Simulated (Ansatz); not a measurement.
**Phonon calculation, with input and output: C2H4AlClS**

C2H4AlClS, computed with RKS B3LYP-D4/def2-SVP (Ansatz 0.2.0).

It belongs to a series of runs on one base structure; here: vibrations at the highest image of the band.

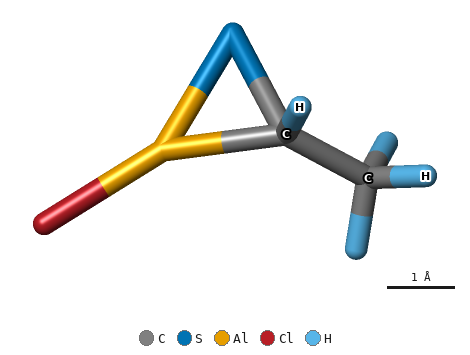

Figure 1. The input geometry (stick view, seen at a tilt). Sticks mark near contacts. Bond lengths as drawn: Al–C 1.92 Å, Al–Cl 2.09 Å, Al–S 2.12 Å, C–C 1.53 Å, C–H 1.10 Å and C–S 2.00 Å.

Summary:

| quantity | value |
| --- | --- |
| outcome | converged |
| total energy | −32086.7166 eV |
| mean-field energy | −32086.3418 eV |
| largest force (length of the vector) | 0.039 eV/Å |
| hardware | 2 threads of AMD EPYC (Zen 4), 16 GiB of memory available, shared host |
| wall time | 94 s (CPU time 2 min) |
| peak memory | 0.24 GiB |

The input:
```yaml
crystal:
  periodic: [false, false, false]
  atoms:
    - { symbol: C, position_ang: [0.030622, -1.297712, -0.141529] }
    - { symbol: C, position_ang: [0.216188, 0.072956, 0.510286] }
    - { symbol: S, position_ang: [1.651448, 1.198459, -0.313953] }
    - { symbol: Al, position_ang: [-0.379187, 1.773623, -0.143959] }
    - { symbol: Cl, position_ang: [-1.849974, 3.193988, -0.563321] }
    - { symbol: H, position_ang: [-0.959285, -1.416247, -0.612482] }
    - { symbol: H, position_ang: [0.141482, -2.107011, 0.597193] }
    - { symbol: H, position_ang: [0.782607, -1.46488, -0.928635] }
    - { symbol: H, position_ang: [0.4546, 0.000525, 1.579302] }
basis:
  gaussian: { orbitals: def2-SVP }
hamiltonian:
  xc: b3lyp
  dispersion: d4
phonons: {}
```

Command:
```bash
ansatz run input.yaml --threads 2 --pin off --max-ram 3072MiB --backend cpu --events-out ev --progress --plain --runs-dir out
```

What the program printed:
```
Engine: ansatz 0.2.0, x86_64-unknown-linux-gnu
Functional definition: B3LYP
  parameter a0 = 0.2
  parameter ax = 0.72
  parameter ac = 0.81
  exchange = (1 - a0 - ax)*slater_x + ax*b88_x + a0*exact_x
  correlation = (1 - ac)*vwn_rpa_c + ac*lyp_c
1065 factors; integrals over basis functions are off by at most 4.4e-4 eV
mean field evaluation 1: about -32078.6537 eV, gradient 5.3e1 eV
mean field evaluation 2: about -32064.4831 eV, gradient 8.5e1 eV
mean field evaluation 4: about -32086.2226 eV, gradient 6.2e0 eV
mean field evaluation 8: about -32086.3410 eV, gradient 4.0e-1 eV
mean field evaluation 16: about -32086.3415 eV, gradient 1.7e-5 eV
mean field -32086.34153133 eV, -1179.1513023731 hartree, gradient 1.7e-5 eV, S^2 0.000000; 0 other end points of the search recorded, 0 dependent functions left out
the calculation of the forces begins
reference -32086.34178025 eV, -1179.1513115207 hartree; 31, 31 occupied and 71, 71 virtual orbitals, 1065 factors
these checks for a lower state are left out or cut short: stability, starts, cluster_reference, orbital_swaps, neighbouring_geometries, increment
1065 factors; integrals over basis functions are off by at most 4.4e-4 eV
mean field -32086.34137302 eV, -1179.1512965551 hartree, gradient 2.8e-6 eV, S^2 0.000000; 0 other end points of the search recorded, 0 dependent functions left out
[... from here on the field's lines of each further geometry are left out, up to the last ...]
the calculation of the forces begins
reference -32086.34168943 eV, -1179.1513081829 hartree; 31, 31 occupied and 71, 71 virtual orbitals, 1065 factors
these checks for a lower state are left out or cut short: stability, starts, cluster_reference, orbital_swaps, neighbouring_geometries, increment
1065 factors; integrals over basis functions are off by at most 4.4e-4 eV
mean field -32086.34142476 eV, -1179.1512984567 hartree, gradient 2.3e-6 eV, S^2 0.000000; 0 other end points of the search recorded, 0 dependent functions left out
the calculation of the forces begins
reference -32086.34167370 eV, -1179.1513076048 hartree; 31, 31 occupied and 71, 71 virtual orbitals, 1065 factors
WARN: phonons: modes at or below zero, which the zero-point energy, F, S and C_V leave out: 1, the lowest at -236.88 cm⁻¹. A minimum has none, and a first-order saddle one
Total energy: -32086.71655217 eV, -1179.1650841346 hartree
Atom 0 at     0.030622    -1.297712    -0.141529 Å, force     0.007232     0.037815    -0.002263 eV/Å
Atom 1 at     0.216188     0.072956     0.510286 Å, force    -0.005226    -0.014410    -0.012315 eV/Å
Atom 2 at     1.651448     1.198459    -0.313953 Å, force    -0.013072    -0.016984     0.014213 eV/Å
Atom 3 at    -0.379187     1.773623    -0.143959 Å, force    -0.007354     0.004729    -0.003856 eV/Å
Atom 4 at    -1.849974     3.193988    -0.563321 Å, force     0.002082    -0.001078    -0.001884 eV/Å
Atom 5 at    -0.959285    -1.416247    -0.612482 Å, force    -0.001761     0.001616     0.003305 eV/Å
Atom 6 at     0.141482    -2.107011     0.597193 Å, force     0.001029    -0.009433     0.003742 eV/Å
Atom 7 at     0.782607    -1.464880    -0.928635 Å, force     0.002633    -0.004981    -0.000825 eV/Å
Atom 8 at     0.454600     0.000525     1.579302 Å, force     0.014437     0.002726    -0.000116 eV/Å
Dipole moment:    -0.299910    -0.118710     0.108448 e Å
Vibrations: -236.88 100.42 135.31 252.28 304.39 373.07 485.96 546.96 754.00 912.33 1010.36 1051.26 1077.97 1255.60 1385.45 1456.90 1469.12 3024.68 3094.70 3108.68 3122.17 cm⁻¹, zero-point energy 1.544943 eV
```

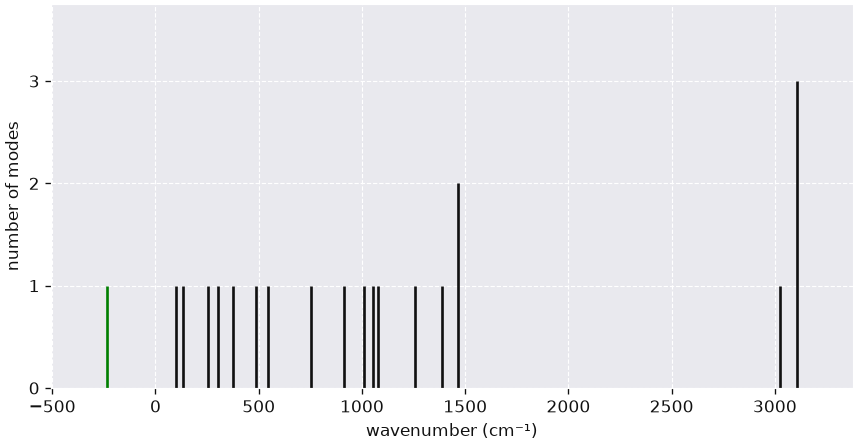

Figure 2. Harmonic vibrational wavenumbers from the force constants; neighbouring modes closer than 15 cm⁻¹ are counted in one stick, and imaginary ones are drawn at negative wavenumbers. 21 modes from 237i to 3122 cm⁻¹, 1 imaginary beyond 8i (237i cm⁻¹): a first-order saddle point, if the geometry is stationary.
